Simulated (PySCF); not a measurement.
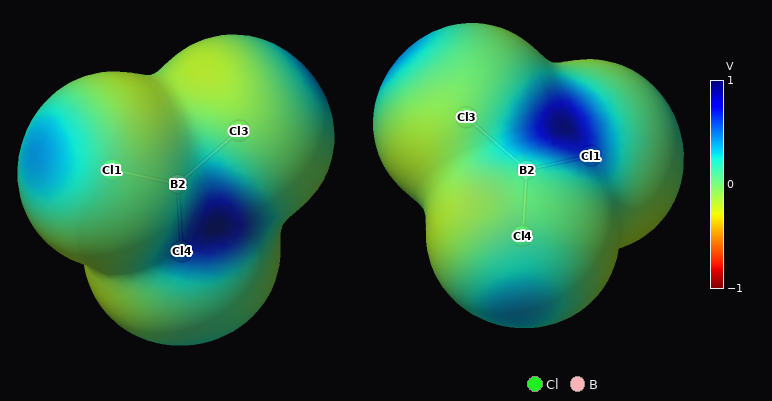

Figure. BCl3, SMILES `ClB(Cl)Cl`. Electrostatic potential on the surface of electron density 0.001 a.u. (back view left, front view right).

Method: TPSSh/def2-TZVP; geometry: GFN2-xTB; program: PySCF. No frequency check shows the geometry to be a minimum. GFN2-xTB bond lengths at metals and heavier atoms can be off by up to 0.1 Å and shapes distorted, which carries into these values.

The calculation's input:

```python
import numpy as np
from pyscf import gto, scf, dft
from pyscf.scf import atom_ks, atom_hf
from scipy.linalg import block_diag

def solve(mol, dm0=None, hcore=None):
    mf = (dft.UKS if mol.spin else dft.RKS)(mol, xc='tpssh')
    mf.grids.level = 3
    mf = mf.density_fit(auxbasis='def2-universal-jkfit')
    mf.conv_tol, mf.max_cycle = 1e-8, 80
    if hcore is not None:
        mf.get_hcore = lambda *args: hcore
    mf.kernel(dm0)
    if not mf.converged:
        mf = mf.newton().run(mf.mo_coeff, mf.mo_occ, max_cycle=30)
    assert mf.converged, 'SCF not converged'
    return mf

mol = gto.M(atom='''
Cl    -1.72013    -0.10708     0.00000
B      0.00008     0.00000     0.00000
Cl     0.95279    -1.43612     0.00000
Cl     0.76731     1.54321     0.00000
''', basis='def2-tzvp', charge=0, spin=0, verbose=4)
mf = solve(mol)
mf.analyze()
# spherically averaged free atoms, for the promolecule
atm = atom_ks.get_atm_nrks(mol, xc='tpssh')
pro = block_diag(*[(atm[a[0]][2] * atm[a[0]][3]) @ atm[a[0]][2].T for a in mol._atom])
np.savez('result.npz', e=mf.e_tot, c=mf.mo_coeff, occ=mf.mo_occ, eps=mf.mo_energy, pro=pro, dip=mf.dip_moment(verbose=0), s2=mf.spin_square()[0])
```

Launched as:

```sh
OMP_NUM_THREADS=1 python input.py
```

The run took 10 s on 1 thread of Intel(R) Xeon(R) 6975P-C (Granite Rapids), with other jobs on the host, peak memory 0.59 GiB.

Partitions, critical points and surface values were worked out afterwards from this run's density.

**Where are the extremes of the potential on the surface?**

Highest: 0.97 V, off the molecular plane, over B2 (1.9 Å), and at like points elsewhere. Further maxima include 0.44 V, 2.0 Å from Cl3, and at like points elsewhere. Lowest: −0.19 V, 2.1 Å from Cl1, and at like points elsewhere. The surface is sampled at points, so like sites can differ by a few per cent and only the strongest of them is named.

**Does Cl3 carry a σ-hole?**

Yes: a local maximum of +0.44 V lies on the extension of the B2–Cl3 bond.

**What volume does the surface enclose, and what is the dipole moment?**

About 102 Å³; the dipole moment is 0.0 D.
